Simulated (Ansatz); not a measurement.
Ge2F3

```xyz
5
Lattice="3.5438 0.0000 0.0000 0.0000 3.5438 0.0000 0.0000 0.0000 7.6600" Properties=species:S:1:pos:R:3 pbc="T T T"
Ge    0.0000    0.0000    5.0338
Ge    1.7719    1.7719    1.1611
F     1.7719    0.0000    0.1617
F     0.0000    1.7719    0.1617
F     0.0000    0.0000    3.2098
```

Space group P4mm; a structure generated by program, which may or may not match a known phase; computed without spin polarisation.

All numbers below come from DFT PBE, scalar-relativistic, plane waves, PAW (Ansatz 0.2.0).

> Predict the valence pseudo-density and electron localisation function between the atoms.

Ge–F (1.82 Å): the density is about 0.9 e/Å³ at the midpoint; the ELF peaks at about 0.75 in the valence shell of F, 0.5 Å from its nucleus, and is about 0.35 at the midpoint.
Bader's partition of the density gives Ge +0.73 to +1.48 and F −0.74 e.

> How much charge does the calculation move between the atoms?

Electrons move from Ge towards F. Bader charges: Ge +0.73 to +1.48 and F −0.74 e.

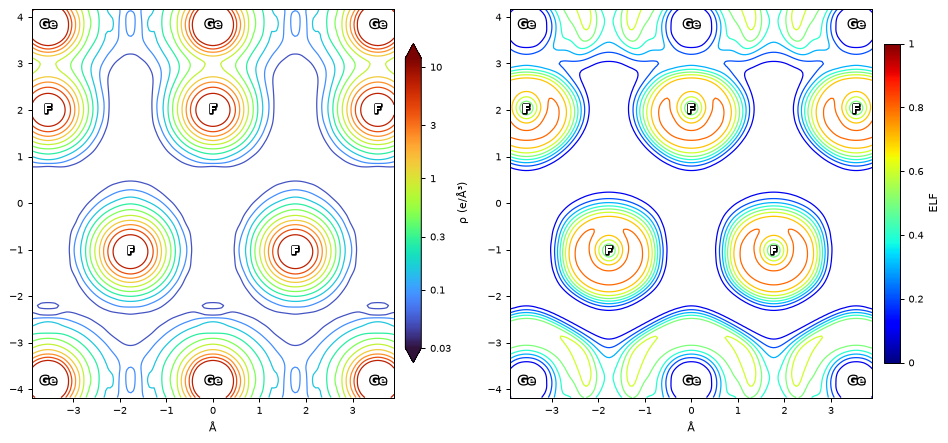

Computed valence pseudo-density and electron localisation function on the (010) plane of the conventional cell, in this order. 
